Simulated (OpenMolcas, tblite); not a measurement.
## How methods differ on CH8BN (SMILES [BH3-][NH2+]C)

CH8BN: 11 atoms, total charge 0, spin state singlet. As SMILES, `[BH3-][NH2+]C`. The shape is that of a PBE0-D4/def2-TZVP optimisation.

Each level gives the vertical ionisation energy (to the doublet cation) (eV). The values are calculated.

```
                                  level                   kind     program  value (eV)  less CCSD(T)/cc-pVDZ  CPU time (all runs)
                              IPEA1-xTB         semi-empirical      tblite       15.57                 +5.19            under 2 s
                             HF/cc-pVDZ           Hartree–Fock  OpenMolcas        9.63                 -0.75                 19 s
                          SVWN5/cc-pVDZ                    LDA  OpenMolcas       10.08                 -0.30              1.7 min
                           BLYP/cc-pVDZ                    GGA  OpenMolcas        9.92                 -0.46              2.8 min
                         revPBE/cc-pVDZ                    GGA  OpenMolcas       10.08                 -0.30                3 min
                          M06-L/cc-pVDZ               meta-GGA  OpenMolcas       10.17                 -0.21              4.3 min
                          B3LYP/cc-pVDZ          global hybrid  OpenMolcas       10.26                 -0.12              2.6 min
CCSD(T)/cc-pVDZ, open shells restricted  coupled cluster or CI  OpenMolcas       10.38                  0.00              1.9 min
```

CCSD(T)/cc-pVDZ, open shells restricted is the highest level here, not the true value. The values span 9.63 to 15.57 eV. The xTB values lack the empirical shift that such differences need. Times are those of the runs behind each value, whatever else they computed, on shared processors of several kinds: orders of magnitude only.

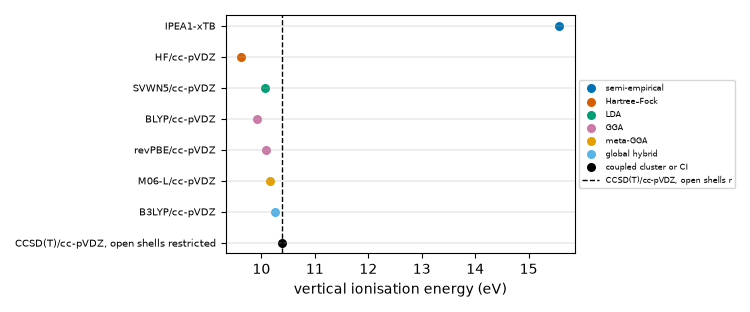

The values of the table, level by level.
